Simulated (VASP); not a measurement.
Band structure of BaZrO₃ (cubic perovskite). These are PW91 GGA, VASP's PBE PAW potentials (set 64) (plane waves; VASP) values and carry that method's errors.

Unless said otherwise, spin-orbit coupling is left out, though it shifts the bands of the heavy elements here.

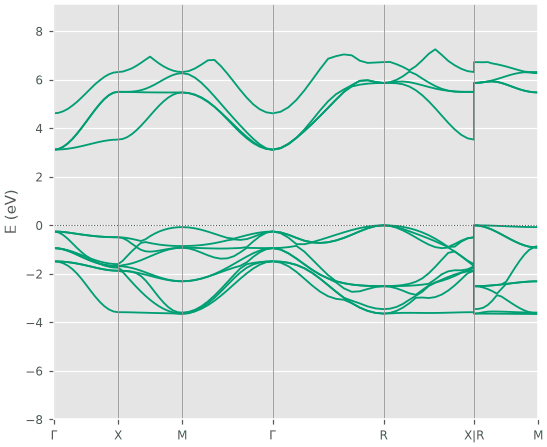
Figure. Bands along high-symmetry lines, zero at the valence-band maximum or, without a gap, the Fermi level

Problem. Read the plot: is there a gap, and where are the band edges?

Solution. The gap is indirect, 3.12 eV, from the valence maximum at R to the conduction minimum at Γ. (Edges off the drawn lines would not show.)

The compound is BaZrO3 in the cubic perovskite structure. It was relaxed first.
